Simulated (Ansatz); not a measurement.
# TiC₂: structures and their energies

5 relaxations of TiC2 ended in 5 distinct structures. These are PBEsol (plane waves to 420 eV, PAW, scalar-relativistic; Ansatz, an electronic-structure program) values and carry that method's errors.

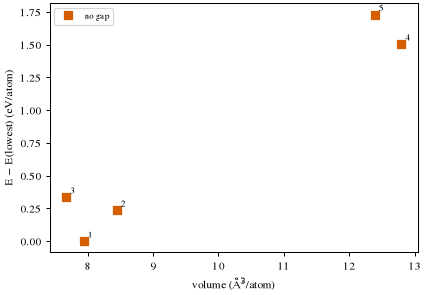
Energy against volume of the distinct structures, numbered as in the table

| # | space group | Pearson | type | E − E(lowest) (eV/atom) | V (Å³/atom) | coordination | runs ending here |
|---|---|---|---|---|---|---|---|
| 1 | Cmcm | oS12 | – | 0.00 | 7.94 | – | 1 |
| 2 | Fddd | oF24 | – | 0.24 | 8.45 | – | 1 |
| 3 | P6/mmm | hP3 | – | 0.33 | 7.68 | – | 1 |
| 4 | I4₁/amd | tI12 | anatase type | 1.50 | 12.79 | Ti 6 (octahedral), C 3 | 1 |
| 5 | P4₂/mnm | tP6 | – | 1.73 | 12.40 | – | 1 |

Coordination numbers (neighbours up to the widest gap in distance over summed covalent radii, below 1.35; n+m marks a second, longer set; metal–metal contacts left out). All are gapless at this level. Cmcm, oS12 is the lowest of the structures calculated here.

TiC2 has the orthorhombic space group Cmcm (No. 63), Pearson symbol oS12. Cell: a = 2.847 Å, b = 12.484 Å, c = 2.682 Å, α = 90.00°, β = 90.00°, γ = 90.00°. C1 on 4c sees 2 C at 1.553 Å and 6 Ti at 2.219–2.320 Å. C2 on 4c is surrounded by 4 Ti at 2.158–2.197 Å. Ti on 4c sees 10 C at 2.158–2.320 Å and 2 Ti at 2.682 Å and 2 Ti at 2.847 Å and 2 Ti at 3.176 Å. (Neighbours: up to the widest gap in distance over summed covalent radii, below 1.35, at either atom; cation-cation and far metal-metal contacts left out.)
(The calculation used a cell of 6 atoms; values per cell refer to that cell.)

Each run could gain symmetry but not lose that of its start, so entries can be saddle points. All of these are generated cells (placed on structure types, drawn at random, substituted or restacked) that were not matched to a known phase here. The real structure of this composition may not be among these, and whether this composition forms is not checked here. Static energies at zero pressure. Each cell has its own k-point mesh; energy differences are given only to the digits this allows. No spin polarisation in the result. A magnetic state may lie lower.
